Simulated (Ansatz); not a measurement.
## Convergence series on Lu3GaC (Pm-3m, 5 atoms in the cell)

```yaml
crystal:
  lattice:
    - [4.68575, 0.00000, 0.00000]
    - [0.00000, 4.68575, 0.00000]
    - [0.00000, 0.00000, 4.68575]
  atoms:
    - { symbol: Lu, position: [0.50000, 0.00000, 0.00000] }
    - { symbol: Lu, position: [0.00000, 0.50000, 0.00000] }
    - { symbol: Lu, position: [0.00000, 0.00000, 0.50000] }
    - { symbol: Ga, position: [0.50000, 0.50000, 0.50000] }
    - { symbol: C, position: [0.00000, 0.00000, 0.00000] }
```

Method of the run: PBEsol, default PAW files made with PBE (plane waves; Ansatz, a first-principles code).

The starting cell comes from a database of computed structures (which also holds hypothetical and non-ambient phases and stackings), without a prior relaxation at this level. Ansatz's pressure includes its estimate of the finite-basis (Pulay) stress.

Held fixed: kpoints.mp_grid.grid = 9 9 9; hamiltonian.xc = pbesol; hamiltonian.pseudopotentials = {kind: paw} (the program's default PAW files); scf.occupations.method = cold; scf.occupations.width = 0.2 eV.

ΔF is the free energy per atom less that of the last row (840 eV).

The first pressure column holds Ansatz's estimate of the finite-basis (Pulay) stress, which hides part of the cutoff error; the other is without it.

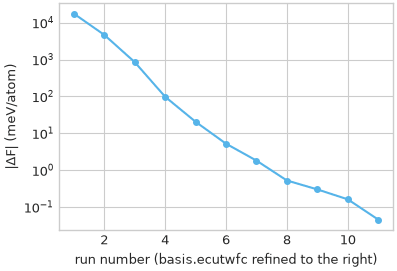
Figure. Size of the energy error against the last run of the series; values under 0.01 meV/atom are drawn at 0.01.

```tsv
basis.ecutwfc	ΔF (meV/atom)	pressure (GPa)	pressure at a fixed set of plane waves (GPa)	plane waves	iterations
170 eV	17583.0	6.40	-483.62	485	10
210 eV	4661.4	-0.99	-191.04	739	9
250 eV	850.8	-0.48	-53.74	925	10
295 eV	97.5	-2.03	-8.73	1213	9
335 eV	20.5	-1.93	-3.13	1365	9
380 eV	5.2	-2.02	-2.30	1743	9
420 eV	1.81	-2.05	-2.15	2007	10
485 eV	0.52	-2.06	-2.08	2517	9
545 eV	0.30	-2.06	-2.07	2945	9
630 eV	0.16	-2.07	-2.07	3743	9
735 eV	0.05	-2.07	-2.07	4697	9
840 eV	0.00	-2.07	-2.07	5695	9
```

Pressure within 1 GPa of the last row: from basis.ecutwfc = 295 eV on; the one before it is off by 1.6 GPa. The value it settles on is -2.1 GPa at this level of theory and with the other settings as held.

Keys are those of Ansatz 0.2.
